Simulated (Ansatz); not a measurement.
# BH5S (B(H2S)H3) at 6 levels

Wanted: a comparison of 6 runs (B2PLYP/STO-3G, BHLYP/STO-3G, HSE06/STO-3G, UMP2/STO-3G, BCCD(T)/STO-3G, UCCSD(T)/STO-3G) of BH5S (B(H2S)H3). 

The results are computed with Ansatz 0.2.0.

43 further runs of the same task are left out: 43 set aside as unsound or not needed.

### Step 1. The molecule

BH5S has 7 atoms, charge 0, and is taken as a singlet. As SMILES, `[H]B([H])([H])<-S`. The S2–B1 distance was set to 5.099 Å, away from the relaxed value. At this shape a bond of the SMILES string is far longer than usual.

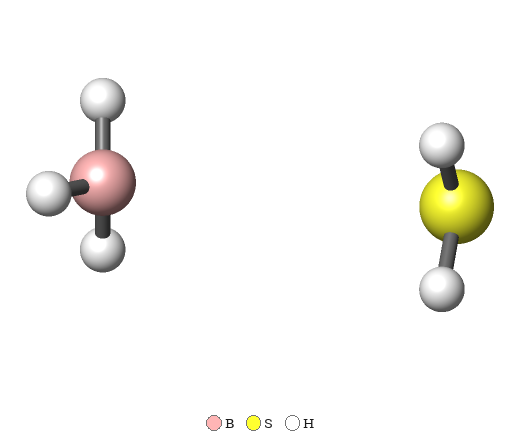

The structure, seen from a chosen angle (boron pink, sulfur yellow, hydrogen white).

### Step 2. The energy at B2PLYP/STO-3G (run 1)

File in.yaml:

```yaml
crystal:
  periodic: [false, false, false]
  atoms:
    - {symbol: B, position_ang: [0.118000, -0.196135, -3.876323]}
    - {symbol: S, position_ang: [0.134050, -0.231310, 1.222430]}
    - {symbol: H, position_ang: [0.506250, 1.037510, 1.415020]}
    - {symbol: H, position_ang: [-1.154430, 0.067690, 1.414850]}
    - {symbol: H, position_ang: [1.270560, -0.195875, -4.134853]}
    - {symbol: H, position_ang: [-0.462630, 0.800675, -4.140993]}
    - {symbol: H, position_ang: [-0.450330, -1.198145, -4.137063]}
basis:
  gaussian: {orbitals: STO-3G}
hamiltonian: {xc: {name: B2PLYP}}
correlation: {frozen_orbitals: {B: 1, H: 0, S: 5}}
accuracy: high
```

Run with:

```console
$ ansatz run in.yaml --threads 1 --pin off --max-ram 2610MiB --events-out events.jsonl --progress --plain --runs-dir runs
```

The log of the run:

```text
Warning: RAYON_NUM_THREADS=1 ignored (pool sized by the plan → 1); use --threads N
Functional definition: B2PLYP
  name "B2PLYP"
  parameter a = 0.53
  parameter c = 0.27
  exchange = (1 - a)*b88_x + a*exact_x
  correlation = (1 - c)*lyp_c + c*(mp2_os + mp2_ss)
276 factors; integrals over basis functions are off by at most 2.1e-8 eV
mean field evaluation 1: about -11454.5235 eV, gradient 1.1e1 eV
mean field evaluation 2: about -11454.4993 eV, gradient 1.1e1 eV
mean field evaluation 4: about -11455.0874 eV, gradient 3.5e-1 eV
mean field evaluation 8: about -11455.0877 eV, gradient 2.3e-4 eV
mean field -11455.08770545 eV, -420.9667086378 hartree, gradient 4.0e-8 eV, S^2 0.000000; 0 other end points of the search recorded, 0 dependent functions left out
6 core orbitals not correlated: weight in the atoms' cores, before any rotation towards them, 1.000 or more for the frozen orbitals, at most 0.000 for the correlated occupied ones
reference -11455.08772854 eV, -420.9667094863 hartree; 7, 7 occupied and 6, 6 virtual orbitals, 276 factors
second order -2.24464418 eV of doubles, -0.00000000 eV of singles
Total energy: -11455.69378246 eV, -420.9889815574 hartree
```

Run time: 1.1 s. Hardware: 1 thread of Arm Neoverse V2, shared host; peak memory 0.1 GiB.

### Step 3. The energy at BHLYP/STO-3G (run 2)

File molecule.yaml:

```yaml
crystal:
  periodic: [false, false, false]
  atoms:
    - {symbol: B, position_ang: [0.118000, -0.196135, -3.876323]}
    - {symbol: S, position_ang: [0.134050, -0.231310, 1.222430]}
    - {symbol: H, position_ang: [0.506250, 1.037510, 1.415020]}
    - {symbol: H, position_ang: [-1.154430, 0.067690, 1.414850]}
    - {symbol: H, position_ang: [1.270560, -0.195875, -4.134853]}
    - {symbol: H, position_ang: [-0.462630, 0.800675, -4.140993]}
    - {symbol: H, position_ang: [-0.450330, -1.198145, -4.137063]}
basis:
  gaussian: {orbitals: STO-3G}
hamiltonian: {xc: {name: BHLYP}}
accuracy: high
```

Run with:

```console
$ ansatz run molecule.yaml --threads 1 --pin off --max-ram 2610MiB --events-out events.jsonl --progress --plain --runs-dir runs
```

The log of the run:

```text
Warning: RAYON_NUM_THREADS=1 ignored (pool sized by the plan → 1); use --threads N
Functional definition: BHLYP
  name "BHLYP"
  parameter a = 0.5
[... 1 set-up line as earlier in the session ...]
  correlation = lyp_c
276 factors; integrals over basis functions are off by at most 2.1e-8 eV
mean field evaluation 1: about -11461.1886 eV, gradient 1.1e1 eV
mean field evaluation 2: about -11461.7029 eV, gradient 3.4e0 eV
mean field evaluation 4: about -11461.7471 eV, gradient 2.9e-2 eV
mean field evaluation 8: about -11461.7201 eV, gradient 9.9e-5 eV
mean field -11461.72011743 eV, -421.2104452825 hartree, gradient 7.1e-9 eV, S^2 0.000000; 0 other end points of the search recorded, 0 dependent functions left out
reference -11461.72014207 eV, -421.2104461881 hartree; 13, 13 occupied and 6, 6 virtual orbitals, 276 factors
Total energy: -11461.72014207 eV, -421.2104461881 hartree
```

Run time: 0.88 s. Hardware: 1 thread of Arm Neoverse V2, shared host; peak memory 0.097 GiB.

Runs 3 to 5 aren't shown in full; the table further down has their settings and results.

### Step 4. The energy at UCCSD(T)/STO-3G (run 6)

Edit in.yaml of step 2 so:

```diff
@@ -11,5 +11,11 @@
 basis:
-  gaussian: {orbitals: STO-3G}
-hamiltonian: {xc: {name: B2PLYP}}
-correlation: {frozen_orbitals: {B: 1, H: 0, S: 5}}
+  gaussian:
+    orbitals: STO-3G
 accuracy: high
+magnetization:
+  spin_polarized: true
+correlation:
+  method: ccsd_t
+  frozen_orbitals: {B: 1, H: 0, S: 5}
+scf:
+  omitted_lower_state_checks: [cluster_reference, increment]
```

Run with:

```console
$ ansatz run in.yaml --threads 1 --pin off --max-ram 2610MiB --events-out events.jsonl --progress --plain --runs-dir runs
```

The log of the run, cut to the lines that bear on the results:

```text
Warning: RAYON_NUM_THREADS=1 ignored (pool sized by the plan → 1); use --threads N
Functional definition: HF
  name "HF"
[...]
276 factors; integrals over basis functions are off by at most 2.1e-8 eV
[...]
mean field -11438.65197366 eV, -420.3627066353 hartree, gradient 4.3e-8 eV, S^2 0.000000; 0 other end points of the search recorded, 0 dependent functions left out
6 core orbitals not correlated: weight in the atoms' cores, before any rotation towards them, 1.000 or more for the frozen orbitals, at most 0.000 for the correlated occupied ones
reference -11438.65197366 eV, -420.3627066353 hartree; 7, 7 occupied and 6, 6 virtual orbitals, 276 factors
second order -1.77397224 eV of doubles, -0.00000000 eV of singles
cycle   1  -2.31980441 eV  change   -5.5e-1 eV  update   5.7e-2
[...]
cycle  19  -2.60855575 eV  change  -5.7e-10 eV  update  3.4e-10
perturbative correction -0.00713482 eV, -0.0002621998 hartree
Total energy: -11441.26766423 eV, -420.4588314906 hartree
Checks for a lower state left out: cluster_reference, increment
```

Run time: 0.18 s. Hardware: 1 thread of Arm Neoverse V2, shared host.

### Step 5. Overview of the runs

| run | level | frozen core orbitals | energy (Eh) | wall time |
| --- | --- | --- | --- | --- |
| 1 | B2PLYP/STO-3G | 6 | -420.988982 | 1.1 s |
| 2 | BHLYP/STO-3G | – | -421.210446 | 0.88 s |
| 3 | HSE06/STO-3G | – | -421.029394 | 1.1 s |
| 4 | UMP2/STO-3G | 6 | -420.427899 | 0.08 s |
| 5 | BCCD(T)/STO-3G | 6 | -420.458827 | 0.14 s |
| 6 | UCCSD(T)/STO-3G | 6 | -420.458831 | 0.18 s |

### Step 6. What came out

| quantity | value |
| --- | --- |
| run 6: total energy | -420.45883 Eh |
| run 6: correlation energy (6 core orbitals frozen) | -96.1 mEh |
| run 6: (T) correction | -0.26 mEh |
| run 6: T1 diagnostic | 0.004 |

Totals of different functionals can't be ranked against each other. In runs 1, 2, 3, 4, 5, 6 the basis is minimal, so the values are rough. All runs together took 3.5 s, the longest 1.1 s.
